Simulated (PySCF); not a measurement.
```xyz
18

C     1.8876    1.0852    0.4708
O     0.8197    0.2286    0.7589
C     0.2048   -0.3563   -0.3574
C     0.8476   -1.6776   -0.7437
C    -1.2568   -0.5387    0.0155
S    -1.9025    1.0531    0.5552
O    -1.7702    1.2300    1.9811
O    -1.4849    2.0677   -0.3914
Cl   -3.9548    0.7007    0.1943
H     1.5641    1.9272   -0.1688
H     2.7269    0.5623   -0.0251
H     2.2485    1.4885    1.4262
H     0.2438    0.3438   -1.2141
H     1.9004   -1.5202   -1.0202
H     0.8165   -2.3791    0.1031
H     0.3393   -2.1341   -1.6060
H    -1.3963   -1.2164    0.8697
H    -1.8723   -0.8556   -0.8357
```

Geometry: PBE0-D3(BJ)/def2-SVP.

Computed with PBE0/pcSseg-1, SCF density, gas phase, non-relativistic in PySCF 2.14.0.

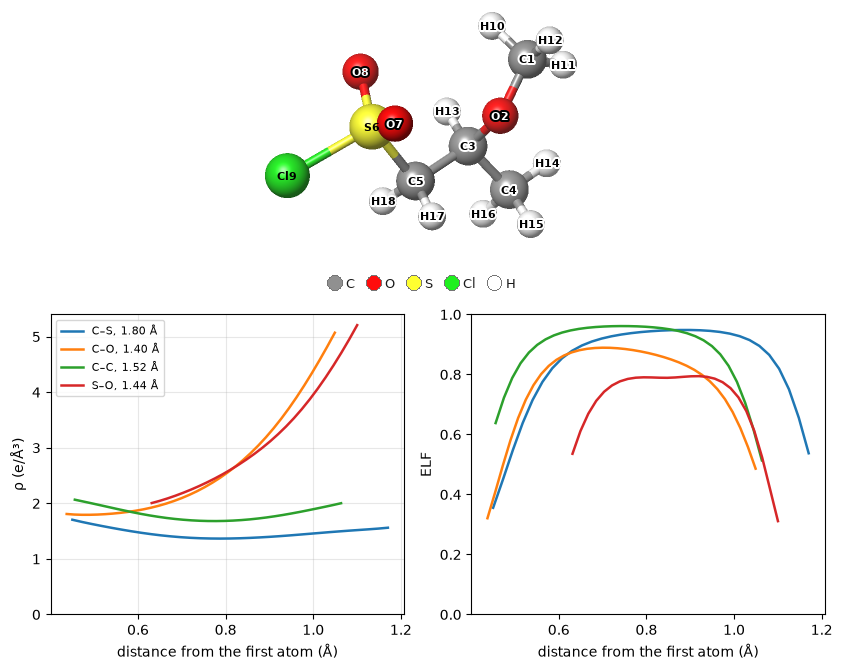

C₄H₉ClO₃S. Electron density and ELF along straight lines between neighbouring atoms. The curves leave out the atomic cores. The structure is drawn too.

What can be read from the curves?

C–S (1.80 Å): ρ at the midpoint is about 1.4 e/Å³; the ELF peaks at about 0.95 between the atoms (a shared electron pair).
C–O (1.40 Å): the density is about 2.1 e/Å³ at the midpoint, with its minimum of 1.8 e/Å³ about 0.5 Å from C; the ELF peaks at about 0.90 between the atoms: a polar covalent bond.
C–C (1.52 Å): ρ is about 1.7 e/Å³ halfway; the ELF peaks at about 0.95 between the atoms (localised, covalent bonding).
S–O (1.44 Å): ρ at the midpoint is about 2.2 e/Å³; the ELF peaks at about 0.80 between the atoms, as expected for a polar covalent bond.
